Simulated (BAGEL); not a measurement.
# CH3BClFO (methoxychlorofluoroborane), step by step

Aim: the energy (HF/6-31G*), then a single-point energy (NEVPT2(2,2)/6-31G*), then the energy (CASPT2(2,2)/6-31G*) of CH3BClFO (methoxychlorofluoroborane). 

The results are computed with BAGEL 1.2.2.

1 further run of the same task is left out (set aside as unsound or not needed).

**1. The system as given**

The species is CH3BClFO (8 atoms), meant as a singlet with charge 0. As SMILES, `COB(F)Cl`. The B3–F4 distance was set to 2.112 Å, away from the relaxed value. At this shape a bond of the SMILES string is far longer than usual.

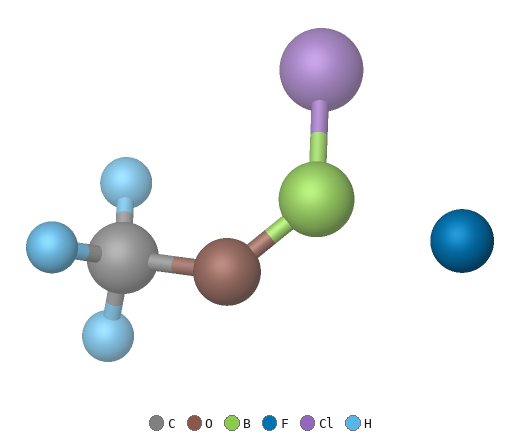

The structure, seen from a chosen angle (carbon grey, oxygen brown, boron green, fluorine blue, chlorine purple, hydrogen blue).

**2. The energy at HF/6-31G(d) (density fitting with svp-jkfit, spherical functions) (run 1)**

job.json reads:

```json
{ "bagel" : [

{
  "title" : "molecule",
  "basis" : "6-31gs.json",
  "df_basis" : "svp-jkfit",
  "geometry" : [
    { "atom" : "C", "xyz" : [  2.02675584, -0.33736147,  2.71937259 ] },
    { "atom" : "O", "xyz" : [  0.54464364, -0.78919498,  0.54221912 ] },
    { "atom" : "B", "xyz" : [ -0.70276458,  0.94821922, -0.78795910 ] },
    { "atom" : "F", "xyz" : [ -2.77147233, -0.24547542, -3.98505445 ] },
    { "atom" : "Cl", "xyz" : [ -0.73942527,  4.19987096, -0.04548571 ] },
    { "atom" : "H", "xyz" : [  3.98942539, -0.79732081,  2.28738119 ] },
    { "atom" : "H", "xyz" : [  1.35949354, -1.57966742,  4.22189383 ] },
    { "atom" : "H", "xyz" : [  1.89768754,  1.62625295,  3.33428947 ] }
  ]
},
{ "title" : "hf" },
{ "title" : "print", "file" : "orbitals.molden", "orbitals" : true }

]}
```

The basis set 6-31G* is read from a file made from the Basis Set Exchange's data (not shown).

Launch:

```
BAGEL_NUM_THREADS=1 BAGEL job.json > job.out
```

Output:

```text
* using 1 threads per process

  ===============================================================
  ===============================================================

  *** Geometry ***

  { "atom" : "C", "xyz" : [      2.026756,     -0.337361,      2.719373 ] },
  { "atom" : "O", "xyz" : [      0.544644,     -0.789195,      0.542219 ] },
  { "atom" : "B", "xyz" : [     -0.702765,      0.948219,     -0.787959 ] },
  { "atom" : "F", "xyz" : [     -2.771472,     -0.245475,     -3.985054 ] },
  { "atom" : "Cl", "xyz" : [     -0.739425,      4.199871,     -0.045486 ] },
  { "atom" : "H", "xyz" : [      3.989425,     -0.797321,      2.287381 ] },
  { "atom" : "H", "xyz" : [      1.359494,     -1.579667,      4.221894 ] },
  { "atom" : "H", "xyz" : [      1.897688,      1.626253,      3.334289 ] },

  Number of auxiliary basis functions:      486

  Since a DF basis is specified, we compute 2- and 3-index integrals:
    o Being stored without compression. Storage requirement is 0.025 GB

  Number of basis functions:       80
  Number of electrons      :       48

    * METHOD: MOLECULE                             0.21

  *** RHF ***

  === Nuclear Repulsion ===
   193.5145659111

      * DIIS with orbital gradients will be used.

  === RHF iteration (6-31gs.json) ===
      0       -697.76714169          0.02244882           0.06
      1       -697.88666324          0.01912900           0.06
      2       -698.05870861          0.00211704           0.06
      3       -698.06160114          0.00101255           0.06
      4       -698.06220707          0.00025675           0.06
      5       -698.06229562          0.00008370           0.06
      6       -698.06230981          0.00002739           0.06
      7       -698.06231105          0.00000643           0.07
      8       -698.06231111          0.00000180           0.06
      9       -698.06231111          0.00000075           0.06
     10       -698.06231111          0.00000033           0.06
     11       -698.06231111          0.00000016           0.06
     12       -698.06231111          0.00000007           0.06
     13       -698.06231111          0.00000003           0.06
     14       -698.06231111          0.00000002           0.06
     15       -698.06231111          0.00000001           0.06
    * SCF iteration converged.

    * Permanent dipole moment:
           (   -1.459977,    -0.429015,    -2.151118) a.u.

    * METHOD: HF                                   1.12

    * METHOD: PRINT                                0.01

  ===============================================================
```

Run time: 1.5 s. Hardware: 1 thread of Arm Neoverse V2, shared host; peak memory 0.15 GiB.

**3. The energy at NEVPT2(2,2)/6-31G(d) (density fitting with svp-jkfit, spherical functions) (run 2)**

nevpt2.json reads:

```json
{ "bagel" : [

{
  "title" : "molecule",
  "basis" : "6-31gs.json",
  "df_basis" : "svp-jkfit",
  "geometry" : [
    { "atom" : "C", "xyz" : [  2.02675584, -0.33736147,  2.71937259 ] },
    { "atom" : "O", "xyz" : [  0.54464364, -0.78919498,  0.54221912 ] },
    { "atom" : "B", "xyz" : [ -0.70276458,  0.94821922, -0.78795910 ] },
    { "atom" : "F", "xyz" : [ -2.77147233, -0.24547542, -3.98505445 ] },
    { "atom" : "Cl", "xyz" : [ -0.73942527,  4.19987096, -0.04548571 ] },
    { "atom" : "H", "xyz" : [  3.98942539, -0.79732081,  2.28738119 ] },
    { "atom" : "H", "xyz" : [  1.35949354, -1.57966742,  4.22189383 ] },
    { "atom" : "H", "xyz" : [  1.89768754,  1.62625295,  3.33428947 ] }
  ]
},
{
  "title" : "hf"
},
{
  "title" : "casscf",
  "nstate" : 1,
  "nact" : 2,
  "nclosed" : 23,
  "active" : [24, 25],
  "maxiter" : 200,
  "natocc" : "true"
},
{
  "title" : "nevpt2",
  "nstate" : 1,
  "nact" : 2,
  "nclosed" : 23,
  "active" : [24, 25],
  "maxiter" : 200,
  "natocc" : "true",
  "ncore" : 9
},
{
  "title" : "print",
  "file" : "orbitals.molden",
  "orbitals" : "true"
}

]}
```

The basis set 6-31G* is read from a file made from the Basis Set Exchange's data (not shown).

Launch:

```
BAGEL_NUM_THREADS=1 BAGEL nevpt2.json > nevpt2.out
```

Output:

```text
* using 1 threads per process

  ===============================================================
  ===============================================================

  *** Geometry ***

  { "atom" : "C", "xyz" : [      2.026756,     -0.337361,      2.719373 ] },
  { "atom" : "O", "xyz" : [      0.544644,     -0.789195,      0.542219 ] },
  { "atom" : "B", "xyz" : [     -0.702765,      0.948219,     -0.787959 ] },
  { "atom" : "F", "xyz" : [     -2.771472,     -0.245475,     -3.985054 ] },
  { "atom" : "Cl", "xyz" : [     -0.739425,      4.199871,     -0.045486 ] },
  { "atom" : "H", "xyz" : [      3.989425,     -0.797321,      2.287381 ] },
  { "atom" : "H", "xyz" : [      1.359494,     -1.579667,      4.221894 ] },
  { "atom" : "H", "xyz" : [      1.897688,      1.626253,      3.334289 ] },

  Number of auxiliary basis functions:      486

  Since a DF basis is specified, we compute 2- and 3-index integrals:
    o Being stored without compression. Storage requirement is 0.025 GB

  Number of basis functions:       80
  Number of electrons      :       48

    * METHOD: MOLECULE                             0.21

  *** RHF ***

  === Nuclear Repulsion ===
   193.5145659111

      * DIIS with orbital gradients will be used.

  === RHF iteration (6-31gs.json) ===
      0       -697.76714169          0.02244882           0.06
      1       -697.88666324          0.01912900           0.06
      2       -698.05870861          0.00211704           0.06
      3       -698.06160114          0.00101255           0.06
      4       -698.06220707          0.00025675           0.06
      5       -698.06229562          0.00008370           0.06
      6       -698.06230981          0.00002739           0.06
      7       -698.06231105          0.00000643           0.06
      8       -698.06231111          0.00000180           0.06
      9       -698.06231111          0.00000075           0.06
     10       -698.06231111          0.00000033           0.06
     11       -698.06231111          0.00000016           0.06
     12       -698.06231111          0.00000007           0.05
     13       -698.06231111          0.00000003           0.06
     14       -698.06231111          0.00000002           0.06
     15       -698.06231111          0.00000001           0.06
    * SCF iteration converged.

    * Permanent dipole moment:
           (   -1.459977,    -0.429015,    -2.151118) a.u.

    * METHOD: HF                                   1.10

  ---------------------------
      CASSCF calculation
  ---------------------------

    ==== Active orbitals : =====
         Orbital 24
         Orbital 25
    ============================

    * nstate   :      1
    * nclosed  :     23
    * nact     :      2
    * nvirt    :     55
  === CASSCF iteration (6-31gs.json) ===

    * Using the second-order algorithm

      0  0      -698.07467717     3.36e-03      0.02

      1  0      -698.09210759     3.78e-03      0.34

      2  0      -698.10370231     1.96e-03      0.43

      3  0      -698.10566475     1.71e-03      0.42

      4  0      -698.10624680     1.04e-03      0.39

      5  0      -698.10643003     5.82e-04      0.35

      6  0      -698.10648491     3.15e-04      0.37

      7  0      -698.10650083     1.69e-04      0.37

      8  0      -698.10650537     8.98e-05      0.37

      9  0      -698.10650665     4.76e-05      0.38

     10  0      -698.10650701     2.52e-05      0.38

     11  0      -698.10650711     1.33e-05      0.38

     12  0      -698.10650714     7.05e-06      0.38

     13  0      -698.10650715     3.73e-06      0.39

     14  0      -698.10650715     1.97e-06      0.38

     15  0      -698.10650715     1.04e-06      0.37

     16  0      -698.10650715     5.51e-07      0.35

     17  0      -698.10650715     2.91e-07      0.32

     18  0      -698.10650715     1.54e-07      0.38

     19  0      -698.10650715     8.13e-08      0.32

     20  0      -698.10650715     4.30e-08      0.32

     21  0      -698.10650715     2.27e-08      0.32

     22  0      -698.10650715     1.20e-08      0.30

     23  0      -698.10650715     6.32e-09      0.24

    * Second-order optimization converged. *

     guess   0:   closed 1.                   open ..

  === FCI iteration ===

      0  0      -698.05336919     1.08e-01      0.00
      1  0      -698.10120375     2.66e-02      0.00
      2  0 *    -698.10650715     4.95e-16      0.00

     * ci vector, state   0, <S^2> = 0.0000
       2.     0.9700830078
       .2    -0.2427734705

    * METHOD: CASSCF                               8.36

    * freezing 9 orbitals

  === DF-NEVPT2 calculation ===

    * 3-index integral transformation done
    * assembly done

      NEVPT2 correlation energy:   -0.6481580361      0.15

          (+0)     -0.5453292747
          (+0)'    -0.0404483103
          (+1)     -0.0163818892
          (+1)'    -0.0000000000
          (+2)     -0.0007055913
          (-1)     -0.0416696433
          (-1)'     0.0000000000
          (-2)     -0.0036233273

      NEVPT2 total energy:       -698.7546651848

    * METHOD: NEVPT2                               0.27

    * METHOD: PRINT                                0.01

  ===============================================================
```

Run time: 10 s. Hardware: 1 thread of Arm Neoverse V2, shared host; peak memory 0.15 GiB.

**4. A single-point energy at CASPT2(2,2)/6-31G(d) (density fitting with svp-jkfit, spherical functions) (run 3)**

job.json reads:

```json
{ "bagel": [

{
  "title": "molecule",
  "basis": "6-31gs.json",
  "df_basis": "svp-jkfit",
  "geometry": [
    { "atom": "C", "xyz": [  2.02675584, -0.33736147,  2.71937259 ] },
    { "atom": "O", "xyz": [  0.54464364, -0.78919498,  0.54221912 ] },
    { "atom": "B", "xyz": [ -0.70276458,  0.94821922, -0.78795910 ] },
    { "atom": "F", "xyz": [ -2.77147233, -0.24547542, -3.98505445 ] },
    { "atom": "Cl", "xyz": [ -0.73942527,  4.19987096, -0.04548571 ] },
    { "atom": "H", "xyz": [  3.98942539, -0.79732081,  2.28738119 ] },
    { "atom": "H", "xyz": [  1.35949354, -1.57966742,  4.22189383 ] },
    { "atom": "H", "xyz": [  1.89768754,  1.62625295,  3.33428947 ] }
  ]
},
{
  "title": "hf"
},
{
  "title": "casscf",
  "nstate": 1,
  "nact": 2,
  "nclosed": 23,
  "active": [24, 25],
  "maxiter": 200,
  "natocc": true
},
{
  "title": "print",
  "file": "orbitals.molden",
  "orbitals": true
},
{
  "title": "smith",
  "method": "caspt2",
  "ms": true,
  "xms": true,
  "sssr": true,
  "shift": 0.2,
  "shift_imag": true,
  "ncore": 9
}

]}
```

The basis set 6-31G* is read from a file made from the Basis Set Exchange's data (not shown).

Launch:

```
BAGEL_NUM_THREADS=1 BAGEL job.json > job.out
```

Output:

```text
* using 1 threads per process

  ===============================================================
  ===============================================================

  *** Geometry ***

  { "atom" : "C", "xyz" : [      2.026756,     -0.337361,      2.719373 ] },
  { "atom" : "O", "xyz" : [      0.544644,     -0.789195,      0.542219 ] },
  { "atom" : "B", "xyz" : [     -0.702765,      0.948219,     -0.787959 ] },
  { "atom" : "F", "xyz" : [     -2.771472,     -0.245475,     -3.985054 ] },
  { "atom" : "Cl", "xyz" : [     -0.739425,      4.199871,     -0.045486 ] },
  { "atom" : "H", "xyz" : [      3.989425,     -0.797321,      2.287381 ] },
  { "atom" : "H", "xyz" : [      1.359494,     -1.579667,      4.221894 ] },
  { "atom" : "H", "xyz" : [      1.897688,      1.626253,      3.334289 ] },

  Number of auxiliary basis functions:      486

  Since a DF basis is specified, we compute 2- and 3-index integrals:
    o Being stored without compression. Storage requirement is 0.025 GB

  Number of basis functions:       80
  Number of electrons      :       48

    * METHOD: MOLECULE                             0.20

  *** RHF ***

  === Nuclear Repulsion ===
   193.5145659111

      * DIIS with orbital gradients will be used.

  === RHF iteration (6-31gs.json) ===
      0       -697.76714169          0.02244882           0.06
      1       -697.88666324          0.01912900           0.05
      2       -698.05870861          0.00211704           0.06
      3       -698.06160114          0.00101255           0.06
      4       -698.06220707          0.00025675           0.06
      5       -698.06229562          0.00008370           0.06
      6       -698.06230981          0.00002739           0.05
      7       -698.06231105          0.00000643           0.06
      8       -698.06231111          0.00000180           0.05
      9       -698.06231111          0.00000075           0.05
     10       -698.06231111          0.00000033           0.05
     11       -698.06231111          0.00000016           0.05
     12       -698.06231111          0.00000007           0.05
     13       -698.06231111          0.00000003           0.06
     14       -698.06231111          0.00000002           0.05
     15       -698.06231111          0.00000001           0.05
    * SCF iteration converged.

    * Permanent dipole moment:
           (   -1.459977,    -0.429015,    -2.151118) a.u.

    * METHOD: HF                                   1.02

  ---------------------------
      CASSCF calculation
  ---------------------------

    ==== Active orbitals : =====
         Orbital 24
         Orbital 25
    ============================

    * nstate   :      1
    * nclosed  :     23
    * nact     :      2
    * nvirt    :     55
  === CASSCF iteration (6-31gs.json) ===

    * Using the second-order algorithm

      0  0      -698.07467717     3.36e-03      0.02

      1  0      -698.09210759     3.78e-03      0.31

      2  0      -698.10370231     1.96e-03      0.39

      3  0      -698.10566475     1.71e-03      0.36

      4  0      -698.10624680     1.04e-03      0.37

      5  0      -698.10643003     5.82e-04      0.37

      6  0      -698.10648491     3.15e-04      0.36

      7  0      -698.10650083     1.69e-04      0.37

      8  0      -698.10650537     8.98e-05      0.37

      9  0      -698.10650665     4.76e-05      0.36

     10  0      -698.10650701     2.52e-05      0.36

     11  0      -698.10650711     1.33e-05      0.37

     12  0      -698.10650714     7.05e-06      0.38

     13  0      -698.10650715     3.73e-06      0.38

     14  0      -698.10650715     1.97e-06      0.39

     15  0      -698.10650715     1.04e-06      0.40

     16  0      -698.10650715     5.51e-07      0.36

     17  0      -698.10650715     2.91e-07      0.35

     18  0      -698.10650715     1.54e-07      0.35

     19  0      -698.10650715     8.13e-08      0.31

     20  0      -698.10650715     4.30e-08      0.29

     21  0      -698.10650715     2.27e-08      0.29

     22  0      -698.10650715     1.20e-08      0.28

     23  0      -698.10650715     6.32e-09      0.22

    * Second-order optimization converged. *

     guess   0:   closed 1.                   open ..

  === FCI iteration ===

      0  0      -698.05336919     1.08e-01      0.00
      1  0      -698.10120375     2.66e-02      0.00
      2  0 *    -698.10650715     4.95e-16      0.00

     * ci vector, state   0, <S^2> = 0.0000
       2.     0.9700830078
       .2    -0.2427734705

    * METHOD: CASSCF                               8.14

    * METHOD: PRINT                                0.01

  === SMITH program ===

    * freezing 9 orbitals

    * Approximate memory requirement for SMITH calulation per MPI process:
      o Storage requirement for T-amplitude, lambda, and residual is 0.02 GB
      o Storage requirement for MO integrals is 0.01 GB
    * Calculating and saving rdm4f

    * Zeroth order energy : state  0       -0.8996872667

    * CASPT2 iteration is performed using orthogonal basis

      -------------------------------------------  CASPT2 iteration  ---------------------------------------------------
       #      aibj      arbs      arbi      airj      risj      airs      arst      rist         Etot      error   time
      ------------------------------------------------------------------------------------------------------------------

       0  -0.54397  -0.00427  -0.04126  -0.01779  -0.00092  -0.03726  -0.00000  -0.00000   -0.6454784  0.0017951   0.07
       1  -0.54431  -0.00429  -0.04144  -0.01811  -0.00098  -0.03785  -0.00000   0.00000   -0.6469869  0.0002530   0.07
       2  -0.54432  -0.00430  -0.04142  -0.01813  -0.00098  -0.03789  -0.00000  -0.00000   -0.6470275  0.0000459   0.07
       3  -0.54432  -0.00430  -0.04141  -0.01812  -0.00099  -0.03789   0.00000   0.00000   -0.6470284  0.0000090   0.07
       4  -0.54432  -0.00430  -0.04141  -0.01812  -0.00099  -0.03789   0.00000   0.00000   -0.6470284  0.0000017   0.07
       5  -0.54432  -0.00430  -0.04141  -0.01812  -0.00099  -0.03789  -0.00000   0.00000   -0.6470285  0.0000003   0.07

      ------------------------------------------------------------------------------------------------------------------

    * CASPT2 energy : state  0     -698.7563139859
        w/o shift correction       -698.7535355994
        reference weight              0.8353760402

    * METHOD: SMITH                                0.60

  ===============================================================
```

It took 10 s on 1 thread of Arm Neoverse V2, shared host; peak memory 0.16 GiB.

**5. Outcome**

| quantity | value |
| --- | --- |
| run 1, HF/6-31G*: total energy | -698.06231 Eh |
| run 1, HF/6-31G*: dipole moment | 6.70 D |
| run 1, HF/6-31G*: HOMO energy | -12.77 eV |
| run 1, HF/6-31G*: LUMO energy | 2.40 eV |
| run 1, HF/6-31G*: HOMO–LUMO gap | 15.17 eV |
| run 2, NEVPT2(2,2)/6-31G*: total energy | -698.75467 Eh |
| run 3, CASPT2(2,2)/6-31G*: total energy | -698.75631 Eh |
